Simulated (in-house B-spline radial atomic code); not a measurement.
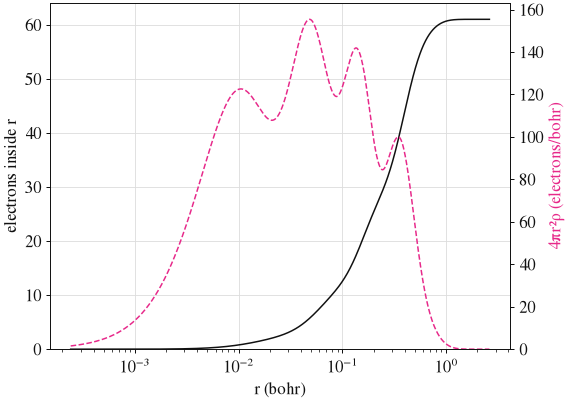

System: the bismuth ion Bi²²⁺, configuration [Ar] 3d9 4s2 4p6 4d10 4f14 5s2 (3d3/2: 3, 3d5/2: 6). Theory: Dirac-Hartree-Fock, average of configuration, Fermi nucleus, basis-set limit (computed with an in-house B-spline radial code).

```
Z = 83
electrons = 61.0
configuration = 1s2 2s2 2p6 3s2 3p6 3d-3 3d+6 4s2 4p6 4d10 4f14 5s2
hamiltonian = dirac
method = hf
spin_polarised = False
nucleus = fermi
rms_radius = 5.5211
mass_number = 209
atomic_mass = 208.980398599
speed_of_light = 137.035999084
```

The plot shows the number of electrons inside radius r (solid) and the radial density 4πr²ρ (dashed).

Q: Read the plot.

Answer: The count levels off at 61 electrons. Half of them lie within 0.259 bohr, 90 % within 0.568 bohr and 99 % within 0.920 bohr. The radial density has minima at 0.021, 0.088 and 0.24 bohr, where the count stands at 2.0, 11.1 and 29.2; these part the shells that the density resolves.
